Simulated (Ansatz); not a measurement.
**Ge, response to strain**

Start from Ge in the diamond structure (space group Fd-3m, No. 227).

```xyz
2
Lattice="0.0000 2.8111 2.8111 2.8111 0.0000 2.8111 2.8111 2.8111 0.0000" Properties=species:S:1:pos:R:3 pbc="T T T"
Ge     0.0000     0.0000     0.0000
Ge     1.4055     1.4055     1.4055
```

Cartesian axes are those of the cell as printed.

Strains are applied to the cell and any free atomic positions relax; under biaxial strain the out-of-plane vector relaxes too.

Calculations: LDA (Ansatz, an electronic-structure program, PAW, scalar-relativistic without spin-orbit coupling).

Notes on the quantities. pressure: mean of the normal stresses, compression positive.

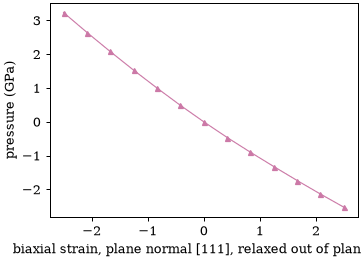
Pressure against biaxial strain, plane normal [111], relaxed out of plane

| biaxial strain, plane normal [111], relaxed out of plane (%) | pressure |
|---|---|
| -2.5 | 3.2 GPa |
| -2.08 | 2.6 GPa |
| -1.67 | 2.1 GPa |
| -1.25 | 1.5 GPa |
| -0.83 | 1.0 GPa |
| -0.42 | 0.5 GPa |
| 0.42 | -0.5 GPa |
| 0.83 | -0.9 GPa |
| 1.25 | -1.3 GPa |
| 1.67 | -1.7 GPa |
| 2.08 | -2.1 GPa |
| 2.5 | -2.5 GPa |

No phonon test of stability was made.
